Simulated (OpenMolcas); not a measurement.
# C5H8O (cyclopentanone): B3LYP5/6-311++G(d,p) (RICD fitting)

What is the vertical ionisation energy of C5H8O (cyclopentanone) at B3LYP5/6-311++G** (RICD fitting)? 

Program for the calculation: OpenMolcas 26.06.

## (1) Starting point

The species is C5H8O (14 atoms), typed as a singlet with charge 0. SMILES: `O=C1CCCC1`. The shape is that of a GFN2-xTB optimisation.

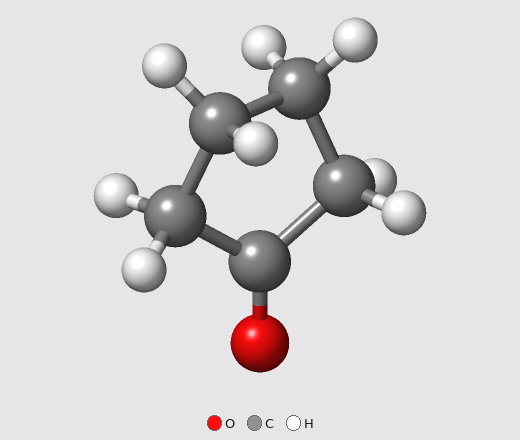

The structure, seen from a chosen angle (oxygen red, carbon grey, hydrogen white).

## (2) A single-point energy at B3LYP5/6-311++G(d,p) (RICD fitting)

Input file mol.xyz:

```xyz
14

O      0.042410    -2.490000     0.562650
C      0.020160    -1.318210     0.299380
C      0.662880    -0.212150     1.110700
C      0.620330     1.018740     0.210560
C     -0.642900     0.811710    -0.628660
C     -0.653380    -0.689470    -0.902960
H      0.049360    -0.067570     2.003360
H      1.662570    -0.492010     1.439190
H      0.594770     1.949910     0.774450
H      1.497760     1.035920    -0.438110
H     -1.523610     1.089920    -0.047550
H     -0.635030     1.404200    -1.541980
H     -0.048650    -0.933850    -1.779760
H     -1.646670    -1.107130    -1.061260
```

Input file job.inp:

```
&GATEWAY
BasLib = $CurrDir
Coord = mol.xyz
Basis = 6-311ppGss
Group = NoSym
RICD
&SEWARD
&SCF
KSDFT = B3LYP5
PrOrbitals = 0
```

The basis set 6-311++G** is read from a file made from the Basis Set Exchange's data (not shown).

Command:

```console
$ export MOLCAS_MEM=1860
$ pymolcas job.inp > job.log
```

What it wrote:

```text
--- Start Module: gateway ---

                                              &GATEWAY

                       available to each process: 1.9 GB of memory, 1 thread

 Basis Set     1 Label: O.6-311PPGSS
 Basis set is read from library:.
 basistype.tbl is not found

 Basis Set     2 Label: C.6-311PPGSS
 Basis set is read from library:.
 basistype.tbl is not found

 Basis Set     3 Label: H.6-311PPGSS
 Basis set is read from library:.
 basistype.tbl is not found

++    Symmetry information:
      ---------------------

                    Character Table for C1

                             E
                    a        1  x, y, xy, Rz, z, xz, Ry, yz, Rx, I
--

++    Basis set information:
      ----------------------

      Basis set label: O.6-311PPGSS.........

[... 201 lines left out ...]
      Nuclear repulsion energy =  236.84737034
[... 64 lines left out ...]
++ Convergence information
                                   B3LYP5     iterations: Energy and convergence statistics
[... 16 lines left out ...]
       Convergence after  12 Iterations
[... 3 lines left out ...]
 *                                             SCF/KS-DFT Program, Final results                                             *
 *                                                       Final Results                                                       *
[... 29 lines left out ...]
      N-E      0.1728  0.1824

      Total electronic charge=   46.000000

      Total            charge=   -0.000000
--

++    Molecular properties:
      ---------------------

      Charge (e):
                      =   -0.0000
      Dipole Moment (debye):
      Origin of the operator (angstrom)=    0.0085   -0.4949    0.1120
                   X= -6.0188E-02               Y=  3.2071E+00               Z= -7.2273E-01           Total=  3.2881E+00
      Quadrupole Moment (debye*angstrom):
      Origin of the operator (angstrom)=    0.0085   -0.4949    0.1120
                  XX= -3.5698E+01              XY=  1.2654E-01              XZ= -1.8061E-01              YY= -4.4917E+01
                  YZ=  2.1580E+00              ZZ= -3.5829E+01
      In traceless form (debye*angstrom)
                  XX=  4.6752E+00              XY=  1.8981E-01              XZ= -2.7092E-01              YY= -9.1537E+00
                  YZ=  3.2370E+00              ZZ=  4.4785E+00
--

--- Stop Module: scf /rc=_RC_ALL_IS_WELL_ ---
--- Module scf spent 28 seconds ---

.##################.
.# Happy landing! #.
.##################.

    Timing: Wall=31.37 User=29.82 System=1.53
```

Wall time 32 s (1 thread of Arm Neoverse V2, shared host); peak memory 0.14 GiB.

## (3) The doublet cation

mol.xyz is that of step 2.

Input file job.inp:

```
&GATEWAY
  BASLIB = $CurrDir
  COORD = mol.xyz
  BASIS = 6-311ppGss
  GROUP = NoSym
  RICD

&SEWARD

&SCF
  UHF
  CHARGE = 1
  SPIN = 2
  KSDFT = B3LYP5
  PRORBITALS = 0
```

The basis set 6-311++G** is read from a file made from the Basis Set Exchange's data (not shown).

Command:

```console
$ export MOLCAS_MEM=1860
$ pymolcas job.inp > job.log
```

What it wrote:

```text
--- Start Module: gateway ---

                                              &GATEWAY

                       available to each process: 1.9 GB of memory, 1 thread

 Basis Set     1 Label: O.6-311PPGSS
 Basis set is read from library:.
 basistype.tbl is not found

 Basis Set     2 Label: C.6-311PPGSS
 Basis set is read from library:.
 basistype.tbl is not found

 Basis Set     3 Label: H.6-311PPGSS
 Basis set is read from library:.
 basistype.tbl is not found

++    Symmetry information:
      ---------------------

                    Character Table for C1

                             E
                    a        1  x, y, xy, Rz, z, xz, Ry, yz, Rx, I
--

++    Basis set information:
      ----------------------

      Basis set label: O.6-311PPGSS.........

[... 201 lines left out ...]
      Nuclear repulsion energy =  236.84737034
[... 65 lines left out ...]
++ Convergence information
                               UHF B3LYP5     iterations: Energy and convergence statistics
[... 25 lines left out ...]
       Convergence after  19 Iterations
[... 3 lines left out ...]
 *                                             SCF/KS-DFT Program, Final results                                             *
 *                                                       Final Results                                                       *
[... 51 lines left out ...]
      Title: Natural orbitals
[... 80 lines left out ...]
++    Molecular properties:
      ---------------------

      Charge (e):
                      =    1.0000
      Dipole Moment (debye):
      Origin of the operator (angstrom)=    0.0085   -0.4949    0.1120
                   X= -2.6038E-02               Y=  9.6988E-01               Z= -2.1382E-01           Total=  9.9351E-01
      Center of Charge (angstrom)
                     X=    0.00306765               Y=   -0.29295207               Z=    0.06744228
      Quadrupole Moment (debye*angstrom):
      Origin of the operator (angstrom)=    0.0085   -0.4949    0.1120
                  XX= -2.9872E+01              XY=  5.6536E-01              XZ=  2.5156E+00              YY= -2.8753E+01
                  YZ=  4.2580E-01              ZZ= -2.7147E+01
      In traceless form (debye*angstrom)
                  XX= -1.9221E+00              XY=  8.4804E-01              XZ=  3.7734E+00              YY= -2.4311E-01
                  YZ=  6.3870E-01              ZZ=  2.1652E+00
--

--- Stop Module: scf /rc=_RC_ALL_IS_WELL_ ---
--- Module scf spent 1 minute 26 seconds ---

.##################.
.# Happy landing! #.
.##################.

    Timing: Wall=89.98 User=86.50 System=3.46
```

Wall time 90 s (1 thread of Arm Neoverse V2, shared host); peak memory 0.15 GiB.

## (4) What came out

At B3LYP5/6-311++G** (RICD fitting):

| quantity | value |
| --- | --- |
| singlet C5H8O: total energy | -270.48262 Eh |
| singlet C5H8O: dipole moment | 3.29 D |
| singlet C5H8O: HOMO energy | -6.72 eV |
| singlet C5H8O: LUMO energy | -0.78 eV |
| singlet C5H8O: HOMO–LUMO gap | 5.95 eV |
| doublet cation: total energy | -270.14612 Eh |
| doublet cation: HOMO energy (highest over α and β) | -14.45 eV |
| doublet cation: LUMO energy (lowest over α and β) | -11.59 eV |
| doublet cation: ⟨S²⟩ | 0.756 |
| vertical ionisation energy (to the doublet cation) | 9.157 eV |

**Reading.** Removing an electron at fixed nuclei costs 9.16 eV (211 kcal/mol). The negative HOMO energy of the first species, 6.72 eV, lies 2.43 eV below that difference. Mulliken charges (singlet C5H8O) run from -0.28 on O1 to +0.18 on H8; in a basis this large or diffuse they mean little. Mulliken charges (doublet cation) run from -0.32 on C6 to +0.27 on H13; in a basis this large or diffuse they mean little.
